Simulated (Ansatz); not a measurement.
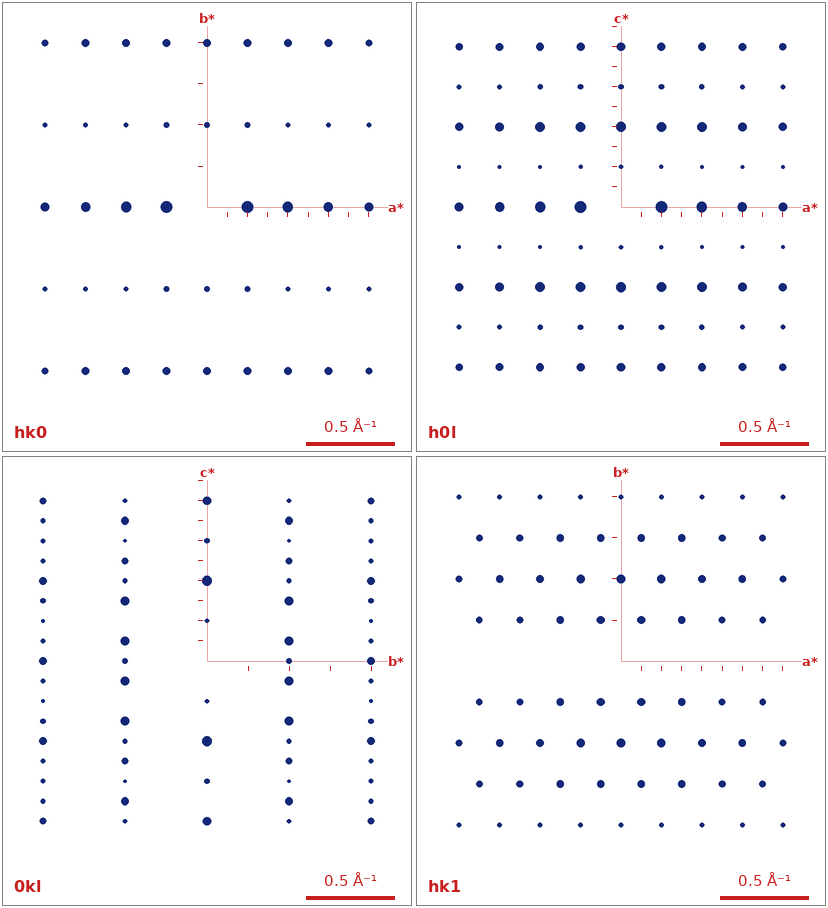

Four undistorted layers of reciprocal space, calculated for a single crystal (X-rays, kinematic |F|², B = 0.5 Å²). Tick marks count the reciprocal lattice steps of the conventional cell along each axis.

> Read the reciprocal cell and give the direct cell.

a* = 0.116, b* = 0.235, c* = 0.115 Å⁻¹; the cell is orthorhombic with a = 8.63 Å, b = 4.26 Å, c = 8.72 Å.

> List the systematic absences.

Reflections are present only under these conditions. hkl: h + k = 2n; hk0: h = 2n, k = 2n; h0l: h = 2n, l = 2n; 0kl: k = 2n; h00: h = 2n; 0k0: k = 2n; 00l: l = 2n. The lattice is C-centred (C). A few very weak reflections are below the display threshold.

> Which space groups fit?

The intensities have Laue symmetry mmm (the hk0 layer shows 2mm, hk1 shows 2mm). With these conditions the candidates are C2ce (No. 41), Cmce (No. 64) (symbols for these axes; some are non-standard settings). Diffraction geometry alone does not choose among them; the structure has Cmce. The compound is Br. Structure: the geometry relaxed with DFT PBE, scalar-relativistic, plane waves, PAW in Ansatz.
